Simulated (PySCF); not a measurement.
## Electronic structure of C$_{6}$H$_{12}$O$_{2}$Si (SMILES CC[C@H](OC)[SiH2]C=C=O) in real space

Input

```
{"job": {"kind": "nmr", "xc": "PBE0", "basis": "pcSseg-1"}, "charge": 0, "multiplicity": 1}
C     -2.209828    -1.137752    -0.347103
C     -1.641138    -0.031808     0.530035
C     -0.143509     0.178821     0.297708
O      0.164993     0.532972    -1.046892
C     -0.038797     1.881567    -1.376334
Si     0.981128    -1.348128     0.536555
C      2.739276    -0.699534     0.731189
C      3.005865     0.549337     0.564968
O      3.160783     1.694137     0.425306
H     -1.950933    -0.951269    -1.386395
H     -1.798194    -2.101957    -0.057653
H     -3.293258    -1.180086    -0.258552
H     -1.789173    -0.271830     1.584835
H     -2.176500     0.900378     0.327040
H      0.188544     0.990707     0.964430
H      0.549929     2.539457    -0.725282
H      0.294621     2.002941    -2.405808
H     -1.094498     2.166675    -1.304778
H      0.622879    -2.082133     1.760711
H      0.902304    -2.206671    -0.646133
H      3.516587    -1.408882     0.935331
```

Command:

```sh
OMP_NUM_THREADS=1 python probes_run.py task.json out
```

Geometry: GFN2-xTB.

Method: PBE0/pcSseg-1, SCF density, gas phase, non-relativistic in PySCF.

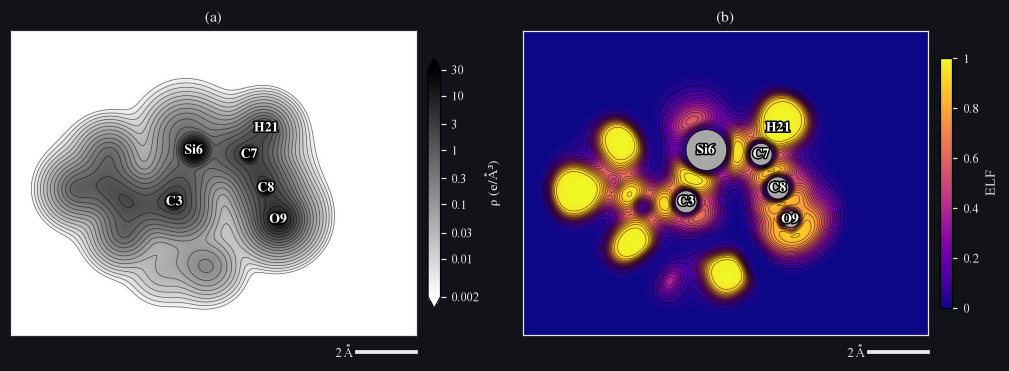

Figure 1. (a) total electron density; (b) ELF on the plane of atoms C8, C7 and H21. Grey discs cover the atomic cores in the ELF map.

Question: Read the bonding off the picture.

Answer: Atoms in the plane: C, Si, O and H.
C–O (1.16 Å): the density is about 3.6 e/Å³ at the midpoint; the ELF peaks at about 0.85 between the atoms: a multiple bond.
C–C (1.29 Å): the density is about 2.3 e/Å³ at the midpoint; the ELF peaks at about 0.90 between the atoms (a multiple bond).
C–Si (1.88 Å): ρ is about 0.87 e/Å³ halfway; the ELF peaks at about 0.95 between the atoms (localised, covalent bonding).
C–H (1.07 Å): ρ at the midpoint is about 2 e/Å³; the ELF climbs to about 1 towards the hydrogen, as it does in any bond to H (an ordinary covalent bond to hydrogen).
The ELF also peaks beside O9, away from the bonds: lone-pair regions.

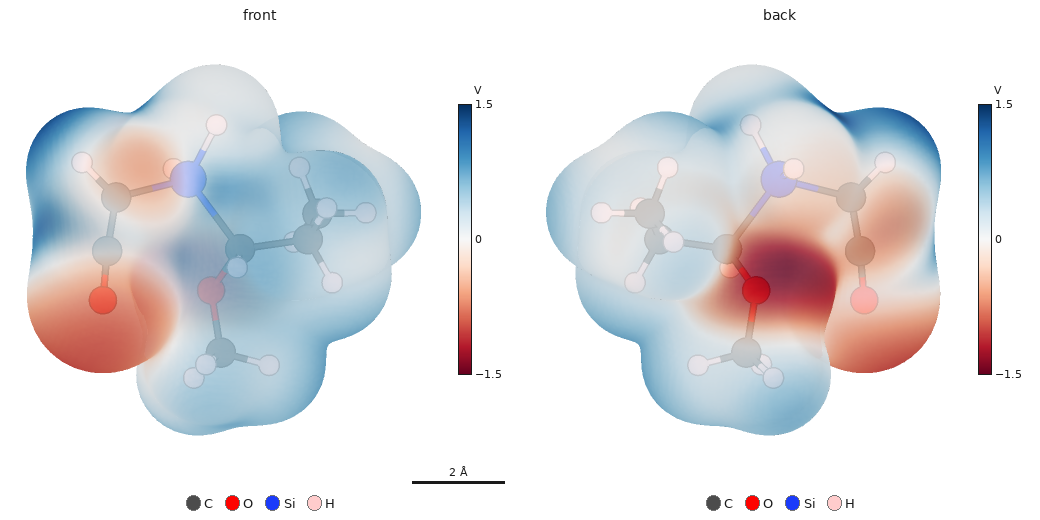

Figure 2. The molecular electrostatic potential painted on the density surface at 0.002 e/bohr³, seen from the front and from behind; the colour scale runs from red (negative) to blue (positive).

Question: Where is the surface potential most negative and most positive?

Answer: The most negative region (about −1.4 V) lies over O4, the most positive (about +1.3 V) over Si6 and H21. O4 is the likeliest acceptor of a hydrogen bond.
